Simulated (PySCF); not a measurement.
**C4H14Si2 (SMILES CCC[SiH2]C[SiH3]): density, localisation and related maps**

```xyz
20

C    -2.6983    0.9900    0.0871
C    -2.1856   -0.2395   -0.6486
C    -0.6650   -0.2510   -0.7819
Si    0.2785   -0.3278    0.8683
C     2.0753   -0.8520    0.5333
Si    3.0402    0.2264   -0.6945
H    -2.3343    0.9993    1.1111
H    -2.3566    1.8969   -0.4070
H    -3.7861    0.9981    0.1053
H    -2.5083   -1.1369   -0.1162
H    -2.6376   -0.2692   -1.6448
H    -0.3531    0.6377   -1.3343
H    -0.3799   -1.1079   -1.3965
H    -0.3617   -1.3081    1.7623
H     0.2813    0.9792    1.5417
H     2.0852   -1.8815    0.1747
H     2.6055   -0.8631    1.4849
H     2.4838    0.0721   -2.0412
H     2.9638    1.6342   -0.2970
H     4.4478   -0.1859   -0.7194
```

Geometry: GFN2-xTB.

Theory: PySCF, B3LYP/def2-SVPD, SCF density, gas phase.

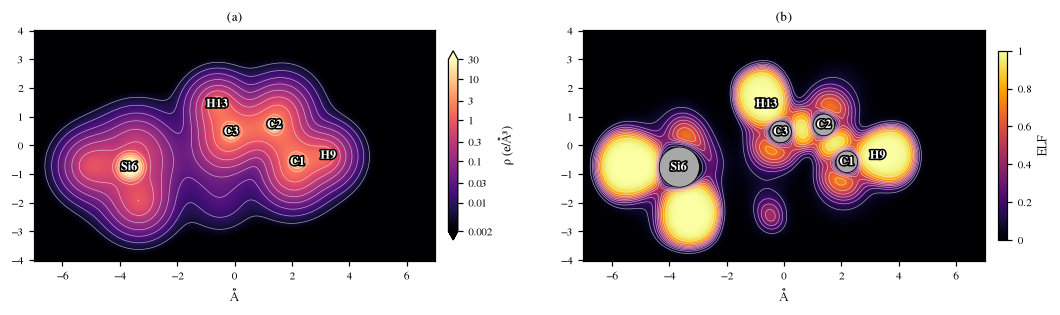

Figure 1. (a) electron density; (b) ELF on the plane of atoms C2, C3 and H13. Grey discs cover the atomic cores in the ELF map.

Q: What does the map show?

A: Atoms in the plane: C, Si and H.
C–C (1.52 Å): ρ at the midpoint is about 1.7 e/Å³; the ELF peaks at about 0.95 between the atoms: a covalent bond.
C–H (1.09 Å): ρ is about 1.9 e/Å³ halfway; the ELF climbs to about 1 towards the hydrogen, as it does in any bond to H; an ordinary covalent bond to hydrogen.

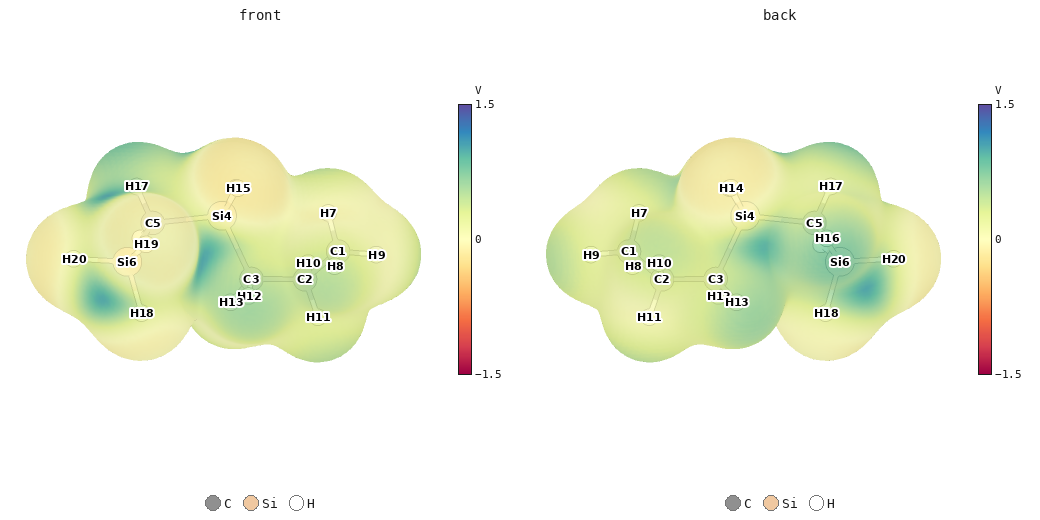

Figure 2. The molecular electrostatic potential painted on the density surface at 0.002 e/bohr³, seen from the front and from behind; the colour scale runs from red (negative) to blue (positive).

Q: Describe the electrostatic potential map.

A: The most negative region (about −0.1 V) lies over H14, H15 and H20, the most positive (about +1.0 V) over Si4 and Si6.

Q: How polar is the molecule by this calculation?

A: Its dipole moment is 0.61 D.
